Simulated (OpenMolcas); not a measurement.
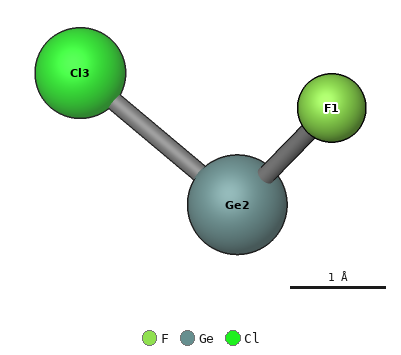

The structure (ball-and-stick view, seen at a tilt; atoms are numbered from 1 in the order of the input). Sticks mark near contacts. Bond lengths as drawn: Cl–Ge 2.18 Å and F–Ge 1.75 Å.

# GeClF (charge +1): single-point calculation (part 1 of 2)

GeClF, charge +1, multiplicity 2, computed with B3LYP/6-31G*, UKS (OpenMolcas 26.06).

The geometry is that of the parent species in another charge or spin state. The geometry comes from this level: PBE0-D4/def2-TZVP.

## What the program printed
```
--- Start Module: gateway ---

                                              &GATEWAY

                       available to each process: 1.9 GB of memory, 1 thread

 Basis Set     1 Label: F.6-31GS
 Basis set is read from library:.
 basistype.tbl is not found

 Basis Set     2 Label: GE.6-31GS
 Basis set is read from library:.
 basistype.tbl is not found

 Basis Set     3 Label: CL.6-31GS
 Basis set is read from library:.
 basistype.tbl is not found

++    Symmetry information:
      ---------------------

                    Character Table for C1

                             E
                    a        1  x, y, xy, Rz, z, xz, Ry, yz, Rx, I
--

++    Basis set information:
      ----------------------

      Basis set label: F.6-31GS.........

      Electronic valence basis set:
      ------------------
      Associated Effective Charge   9.000000 au
      Associated Actual Charge      9.000000 au
      Nuclear Model: Point charge

      Shell  nPrim  nBasis  Cartesian Spherical Contaminant
         s      10       3        X
         p       4       2        X
         d       1       1        X

      Basis set label: GE.6-31GS.........

      Electronic valence basis set:
      ------------------
      Associated Effective Charge  32.000000 au
      Associated Actual Charge     32.000000 au
      Nuclear Model: Point charge

      Shell  nPrim  nBasis  Cartesian Spherical Contaminant
         s      22       5        X
         p      16       4        X
         d       5       3        X

      Basis set label: CL.6-31GS.........

      Electronic valence basis set:
      ------------------
      Associated Effective Charge  17.000000 au
      Associated Actual Charge     17.000000 au
      Nuclear Model: Point charge

      Shell  nPrim  nBasis  Cartesian Spherical Contaminant
         s      16       4        X
         p      10       3        X
         d       1       1        X
--

++    Molecular structure info:
      -------------------------

                    ************************************************
                    **** Cartesian Coordinates / bohr, angstrom ****
                    ************************************************

     Center  Label                x              y              z                     x              y              z
        1      F1               0.208626       2.680954       0.389662              0.110400       1.418700       0.206200
        2      GE2             -1.441483       0.067274      -0.775355             -0.762800       0.035600      -0.410300
        3      CL3              1.212448      -2.870683       0.360938              0.641600      -1.519100       0.191000

                    ***************************************
                    *    InterNuclear Distances / bohr    *
                    ***************************************

               1 F1            2 GE2           3 CL3
    1 F1       0.000000
    2 GE2      3.303248        0.000000
    3 CL3      5.641734        4.118993        0.000000

                    *******************************************
                    *    InterNuclear Distances / angstrom    *
                    *******************************************

               1 F1            2 GE2           3 CL3
    1 F1       0.000000
    2 GE2      1.748003        0.000000
    3 CL3      2.985477        2.179677        0.000000
--

            Nuclear Potential Energy            246.37735188 au

--- Stop Module: gateway /rc=_RC_ALL_IS_WELL_ ---

--- Start Module: seward ---

                                              &SEWARD

                       available to each process: 1.9 GB of memory, 1 thread

               SEWARD will generate:
                  Multipole Moment integrals up to order  2
                  Kinetic Energy integrals
                  Nuclear Attraction integrals (point charge)
                  One-Electron Hamiltonian integrals
                  Velocity integrals
                  Orbital angular momentum around ( -0.4707  -0.3478  -0.2916 )
                  Velocity quadrupole around ( -0.4707  -0.3478  -0.2916 )
                  Two-Electron Repulsion integrals

                   Integrals are discarded if absolute value <: 1.00E-14
                   Integral cutoff threshold is set to       <: 1.00E-16

            Nuclear Potential Energy            246.37735188 au

      Basis set specifications :
      Symmetry species         a
      Basis functions           69

--- Stop Module: seward /rc=_RC_ALL_IS_WELL_ ---
--- Module seward spent 2 seconds ---

--- Start Module: scf ---

                                                &SCF

                       available to each process: 1.9 GB of memory, 1 thread

++    Input section:
      --------------

      Header of the integral files:

      Cartesian coordinates in angstrom:
      -----------------------------------------------------
      No.  Label        X            Y            Z
      -----------------------------------------------------
       1   F1         0.11040000   1.41870000   0.20620000
       2   GE2       -0.76280000   0.03560000  -0.41030000
       3   CL3        0.64160000  -1.51910000   0.19100000
      -----------------------------------------------------
      Nuclear repulsion energy =  246.37735188
--

++    Orbital specifications:
      -----------------------

      Symmetry species               1
                                     a
      Frozen orbitals                0
      Start temperature = 0.500
      End temperature   = 0.010
      Temperature Factor= 0.460
      Deleted orbitals               0
      Total number of orbitals      69
      Number of basis functions     69
--

      Molecular charge                           1.000

      Numerical integration parameters
      --------------------------------
      Radial quadrature type:                         MHL
      Size of radial grid:                            99
      Lebedev angular grid:                           41
      Angular grid pruned with the crowding factor:  1.00E+10
                                 and fading factor:  1.00E+01
      Screening threshold for integral computation:   1.00E-11
      Radial quadrature accuracy:                     1.00E-25
      Maximum batch size:                             128
      AO values are stored on disk
      The same grid will be used for all iterations.

      DFT functional specifications
      -----------------------------
      Using Libxc version: 6.2.2
      Please cite the following reference:
      S. Lehtola, C. Steigemann, M. J.T. Oliveira, and M. A.L. Marques.,  SoftwareX 7, 1–5 (2018) doi:10.1016/j.softx.2017.11.002

      * B3LYP

++    Optimization specifications:
      ----------------------------

      SCF Algorithm: Conventional USCF
      D(i)-D(i-1) density differences are used
      Number of density matrices in core                 5
      Maximum number of NDDO SCF iterations            400
      Maximum number of HF SCF iterations              400
      Threshold for SCF energy change             1.00E-10
      Threshold for density matrix                1.00E-07
      Threshold for Fock matrix                   1.00E-07
      Threshold for linear dependence             1.00E-09
      Threshold at which DIIS is turned on        1.50E-01
      Maximum depth in the DIIS procedure                5
      Maximum depth in the BFGS Hessian update          30
      Threshold at which QNR/C2DIIS is turned on  7.50E-02
      Threshold for Norm(delta) (QNR/C2DIIS)      1.00E-05
      All orbitals punched on: UHFORB
--

      Input vectors read from INPORB
      Orbital file label: *Guess orbitals

++ Convergence information
                               UHF B3LYP      iterations: Energy and convergence statistics

Iter     Tot. B3LYP      One-elec.       Two-elec.     Energy      Max Dij or  Max Fij      DNorm      TNorm      AccCon     Time
         Energy          Energy          Energy        Change      Delta Norm                                                in Sec.

 The total and one-electron energies are shifted by a value of      2000. a.u.

   1  -629.796499662 -2210.677123967  1334.503272429   0.00E+00    1.49E-01*   1.44E+01*    5.32E+01   5.71E+02   None         1.
   2  -634.266375390 -2245.747195203  1365.103467937  -4.47E+00*   4.97E-01*   3.17E-01*    5.08E+01   5.76E+02   EDIIS        1.
   3  -634.594061919 -2223.532824755  1342.561410960  -3.28E-01*   2.31E-01*   2.95E-01*    3.84E+00   5.75E+02   EDIIS        1.
   4  -635.751384673 -2239.601365935  1357.472629386  -1.16E+00*   5.03E-01*   2.96E-01*    3.18E+00   5.74E+02   EDIIS        1.
   5  -635.828077704 -2242.915325060  1360.709895480  -7.67E-02*   2.35E-01*   1.13E-01*    2.87E+00   5.78E+02   EDIIS        1.
   6  -636.365833500 -2233.564810734  1350.821625358  -5.38E-01*   3.43E-01*   1.00E-01*    1.53E+00   5.74E+02   EDIIS        1.
   7  -636.359455528 -2239.502099737  1356.765292333   6.38E-03*   4.45E-01*   1.10E-01*    1.31E+00   5.75E+02   EDIIS        1.

       Fermi aufbau procedure completed!
      nOcc(alpha)=   29
      nOcc(beta) =   28

   8  -636.443865685 -2239.008074175  1356.186856615  -8.44E-02*   2.24E-01*   3.88E-02*    1.08E+00   5.76E+02   EDIIS        1.
   9  -636.468549178 -2236.849716792  1354.003815738  -2.47E-02*   5.21E-02*   2.33E-02*    7.14E-01   5.74E+02   EDIIS        1.
  10  -636.488665861 -2237.558485163  1354.692467426  -2.01E-02*   3.05E-02*   4.24E-03*    2.09E-01   5.75E+02   c2DIIS       1.
  11  -636.489597174 -2237.636797798  1354.769848748  -9.31E-04*   6.30E-02*   5.04E-03*    5.77E-02   5.75E+02   QNRc2DIIS    1.
  12  -636.489048875 -2237.426791235  1354.560390484   5.48E-04*   4.68E-02*   1.16E-02*    8.05E-02   5.75E+02   QNRc2DIIS    1.
  13  -636.489728396 -2237.503477054  1354.636396782  -6.80E-04*   6.53E-03*   7.64E-04*    5.88E-02   5.75E+02   QNRc2DIIS    1.
  14  -636.489730658 -2237.561037335  1354.693954801  -2.26E-06*   5.99E-03*   3.60E-04*    9.30E-03   5.75E+02   QNRc2DIIS    1.
  15  -636.489731797 -2237.567049194  1354.699965520  -1.14E-06*   2.06E-03*   5.07E-04*    8.54E-03   5.75E+02   QNRc2DIIS    1.
  16  -636.489733110 -2237.537466523  1354.670381537  -1.31E-06*   4.59E-04*   9.79E-05*    2.96E-03   5.75E+02   QNRc2DIIS    1.
  17  -636.489733136 -2237.544661517  1354.677576506  -2.54E-08*   2.60E-04*   3.24E-05*    7.04E-04   5.75E+02   QNRc2DIIS    1.
  18  -636.489733145 -2237.542639847  1354.675554825  -9.54E-09*   2.72E-04*   5.40E-06*    3.64E-04   5.75E+02   QNRc2DIIS    1.
  19  -636.489733147 -2237.542455557  1354.675370534  -1.58E-09*   2.16E-04*   3.64E-06*    3.61E-04   5.75E+02   QNRc2DIIS    1.
  20  -636.489733147 -2237.542294507  1354.675209483  -5.04E-10*   2.78E-05*   2.07E-06*    2.83E-04   5.75E+02   QNRc2DIIS    1.
  21  -636.489733148 -2237.542366868  1354.675281844  -1.01E-10*   1.13E-05*   6.20E-07*    4.55E-05   5.75E+02   QNRc2DIIS    1.
  22  -636.489733148 -2237.542350997  1354.675265973  -5.91E-12    2.98E-06    4.13E-07*    1.62E-05   5.75E+02   QNRc2DIIS    1.
  23  -636.489733148 -2237.542363038  1354.675278015  -4.09E-12    1.16E-06    1.26E-07*    4.47E-06   5.75E+02   QNRc2DIIS    1.
  24  -636.489733148 -2237.542364684  1354.675279661   3.64E-12*   1.41E-07    1.41E-08     1.65E-06   5.75E+02   QNRc2DIIS    1.
  25  -636.489733148 -2237.542363984  1354.675278960  -4.55E-12    3.80E-08    5.28E-09     2.49E-07   5.75E+02   QNRc2DIIS    1.

       Convergence after  25 Iterations
--

 *****************************************************************************************************************************
 *                                             SCF/KS-DFT Program, Final results                                             *
 *                                                       Final Results                                                       *
 *****************************************************************************************************************************

::    Total KS-DFT energy                           -2636.4897331476
      One-electron energy                           -4237.5423639838
      Two-electron energy                            1354.6752789602
      Nuclear repulsion energy                        246.3773518760
      Kinetic energy (interpolated)                  2629.3557635490
      Virial theorem                                    1.0027132006
      Total spin, S(S+1)                                0.7567674801
      Total spin, S                                     0.5033780345
      Max non-diagonal density matrix element           0.0000000107
      Max non-diagonal Fock matrix element              0.0000000013

      All orbitals with orbital energies smaller than  E(LUMO)+0.5 are printed

++    Molecular orbitals:
      -------------------

      Title: UKS-DFT orbitals (alpha)

      Molecular orbitals for symmetry species 1: a

      Basis set list:
        1 F1     1s                 15 F1     d002               29 GE2    2pz                43 GE2    d020               57 CL3    2px
        2 F1     1s                 16 GE2    1s                 30 GE2    2pz                44 GE2    d020               58 CL3    2py
        3 F1     1s                 17 GE2    1s                 31 GE2    2pz                45 GE2    d011               59 CL3    2py
        4 F1     2px                18 GE2    1s                 32 GE2    2pz                46 GE2    d011               60 CL3    2py
        5 F1     2px                19 GE2    1s                 33 GE2    d200               47 GE2    d011               61 CL3    2pz
        6 F1     2py                20 GE2    1s                 34 GE2    d200               48 GE2    d002               62 CL3    2pz
        7 F1     2py                21 GE2    2px                35 GE2    d200               49 GE2    d002               63 CL3    2pz
        8 F1     2pz                22 GE2    2px                36 GE2    d110               50 GE2    d002               64 CL3    d200
        9 F1     2pz                23 GE2    2px                37 GE2    d110               51 CL3    1s                 65 CL3    d110
       10 F1     d200               24 GE2    2px                38 GE2    d110               52 CL3    1s                 66 CL3    d101
       11 F1     d110               25 GE2    2py                39 GE2    d101               53 CL3    1s                 67 CL3    d020
       12 F1     d101               26 GE2    2py                40 GE2    d101               54 CL3    1s                 68 CL3    d011
       13 F1     d020               27 GE2    2py                41 GE2    d101               55 CL3    2px                69 CL3    d002
       14 F1     d011               28 GE2    2py                42 GE2    d020               56 CL3    2px

  Index Energy  Occupation Coefficients ...

    1 -399.1221    1.0000         16 GE2    1s     ( 0.996),

    2 -101.8347    1.0000         51 CL3    1s     ( 0.996),

    3  -50.1741    1.0000         17 GE2    1s     ( 1.030),

    4  -44.7002    1.0000         21 GE2    2px    (-0.473),    29 GE2    2pz    ( 0.872),

    5  -44.6988    1.0000         21 GE2    2px    ( 0.785),    25 GE2    2py    (-0.485),

    6  -44.6977    1.0000         25 GE2    2py    ( 0.866),

    7  -24.9605    1.0000          1 F1     1s     ( 0.993),

    8   -9.7501    1.0000         52 CL3    1s     ( 1.022),

    9   -7.5179    1.0000         55 CL3    2px    ( 0.832),    61 CL3    2pz    ( 0.416),

   10   -7.5036    1.0000         55 CL3    2px    (-0.471),    61 CL3    2pz    ( 0.868),

   11   -7.5034    1.0000         58 CL3    2py    (-0.926),

   12   -6.5989    1.0000         18 GE2    1s     ( 1.068),

   13   -4.7723    1.0000         22 GE2    2px    (-0.507),    30 GE2    2pz    ( 0.935),

   14   -4.7683    1.0000         22 GE2    2px    ( 0.841),    26 GE2    2py    (-0.520),

   15   -4.7652    1.0000         26 GE2    2py    ( 0.927),

   16   -1.5783    1.0000         36 GE2    d110   ( 0.405),    37 GE2    d110   ( 0.217),    39 GE2    d101   ( 0.326),    45 GE2    d011   ( 0.320),

   17   -1.5734    1.0000         36 GE2    d110   ( 0.467),    37 GE2    d110   ( 0.249),    39 GE2    d101   (-0.409),

   18   -1.5722    1.0000         33 GE2    d200   (-0.272),    39 GE2    d101   ( 0.373),    40 GE2    d101   ( 0.199),    45 GE2    d011   (-0.369),
                                  46 GE2    d011   (-0.197),    48 GE2    d002   ( 0.236),

   19   -1.5698    1.0000         36 GE2    d110   (-0.328),    45 GE2    d011   ( 0.529),    46 GE2    d011   ( 0.282),

   20   -1.5670    1.0000         33 GE2    d200   ( 0.277),    39 GE2    d101   ( 0.333),    40 GE2    d101   ( 0.177),    42 GE2    d020   (-0.354),
                                  43 GE2    d020   (-0.189),

   21   -1.4122    1.0000          2 F1     1s     (-0.510),     3 F1     1s     (-0.477),

   22   -1.1036    1.0000         53 CL3    1s     ( 0.762),

   23   -0.8164    1.0000         19 GE2    1s     ( 0.789),

   24   -0.7026    1.0000          4 F1     2px    (-0.377),     5 F1     2px    (-0.232),     8 F1     2pz    (-0.221),    27 GE2    2py    ( 0.343),
                                  56 CL3    2px    ( 0.331),    59 CL3    2py    (-0.236),

   25   -0.6710    1.0000          4 F1     2px    ( 0.286),     6 F1     2py    (-0.505),     7 F1     2py    (-0.324),

   26   -0.6694    1.0000          4 F1     2px    (-0.298),     8 F1     2pz    ( 0.550),     9 F1     2pz    ( 0.370),

   27   -0.5988    1.0000         56 CL3    2px    (-0.345),    62 CL3    2pz    ( 0.637),

   28   -0.5951    1.0000         59 CL3    2py    ( 0.649),

   29   -0.5920    1.0000         19 GE2    1s     (-0.543),    23 GE2    2px    (-0.347),    56 CL3    2px    ( 0.460),

   30   -0.3674    0.0000         23 GE2    2px    (-0.408),    31 GE2    2pz    ( 0.753),

   31   -0.2679    0.0000         27 GE2    2py    ( 0.798),    28 GE2    2py    ( 0.464),

   32   -0.2393    0.0000          3 F1     1s     (-0.482),    19 GE2    1s     (-0.429),    23 GE2    2px    ( 0.622),    24 GE2    2px    ( 0.401),
                                  31 GE2    2pz    ( 0.354),

   33   -0.1156    0.0000         20 GE2    1s     ( 2.080),

   34   -0.0471    0.0000         23 GE2    2px    ( 0.844),    24 GE2    2px    (-1.073),    27 GE2    2py    (-0.629),    28 GE2    2py    ( 0.776),

   35   -0.0322    0.0000         24 GE2    2px    (-0.653),    31 GE2    2pz    (-0.955),    32 GE2    2pz    ( 1.204),

   36    0.0053    0.0000         24 GE2    2px    ( 0.622),    27 GE2    2py    (-0.975),    28 GE2    2py    ( 1.162),
```
